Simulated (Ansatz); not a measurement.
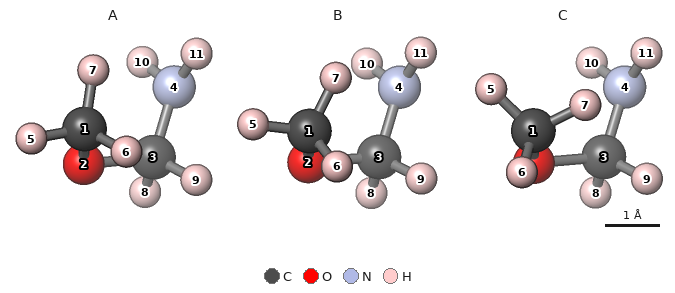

3 geometries from a converged minimum-energy path of C2H7NO, shuffled. A ball-and-stick model, seen from a free direction.

All numbers below come from RKS PBE/6-31G (Ansatz 0.2.0). Run with 5 movable images; climbing image; force threshold 0.03 eV/Å; iteration limit 60; starting path by image-dependent pair potential.

**Which frame is the top of the path?**

C. In order along the path, whose images run from 0 to 6: C (image 3, +9.1 kJ/mol), B (image 5, +1.8 kJ/mol), A (image 6, 0.0 kJ/mol). The motion is a rotation about the C1–O2 bond by about 120°. No bond forms or breaks between the ends. Bond angles that change up to the highest image, for instance: O2–C1–H6 106.3° → 109.4°, O2–C1–H5 112.2° → 109.7°.

Cost: 56 s on 1 thread of Arm Neoverse V2, with other jobs on the host, peak memory 0.099 GiB.
